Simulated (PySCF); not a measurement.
SMILES C#C[SiH2]Cl (C₂H₃ClSi) at its PBE0/def2-SVP optimised geometry (Å):

```
7

Si    -0.7978    -0.3454     0.0000
Cl     1.2687    -0.3454     0.0000
C     -1.4138    -1.1969     1.4946
C     -1.8386    -1.7613     2.4852
H     -1.2684    -1.0643    -1.2127
H     -1.2687     1.0643     0.0000
H     -2.2122    -2.2609     3.3621
```

Method: PBE0/def2-TZVP in PySCF. Cells within 0.4 Å of a nucleus heavier than hydrogen are left out (blank, or x).

Map of the deformation density (molecule minus spherical neutral atoms) (e/bohr³) on the plane z = 0.0 Å:

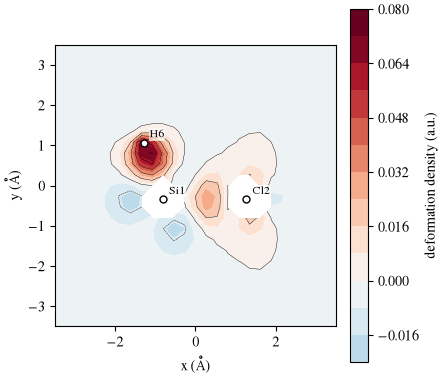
*Deformation density (molecule minus spherical neutral atoms) (e/bohr³) on the plane z = 0.0 Å.*
